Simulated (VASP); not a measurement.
Band structure of SnS$_{2}$ (space group Fd-3m). All values below come from PBEsol GGA, VASP's PBE PAW potentials (set 64) (plane waves; VASP).

Unless said otherwise, spin-orbit coupling is left out, though it shifts the bands of the heavy elements here.

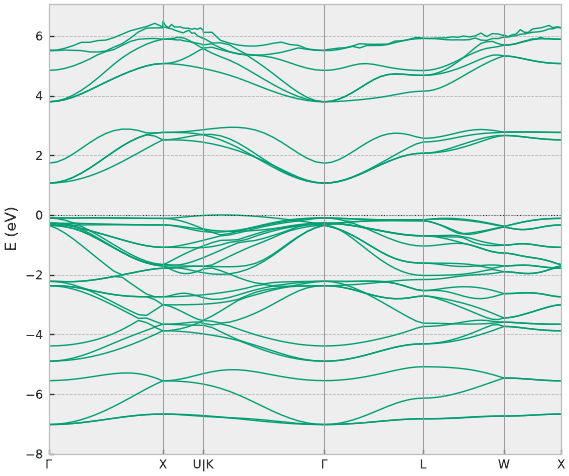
Figure: Bands along high-symmetry lines, zero at the valence-band maximum or, without a gap, the Fermi level

### Question
Read the plot: is there a gap, and where are the band edges?

### Answer
The gap is indirect, 1.07 eV, from the valence maximum at K-Γ at 0.14 to the conduction minimum at Γ. (Edges off the drawn lines would not show.)

The structure comes from a computed database's SnS2 entry (Fd-3m); how it stands against other phases isn't given here. It was relaxed first.
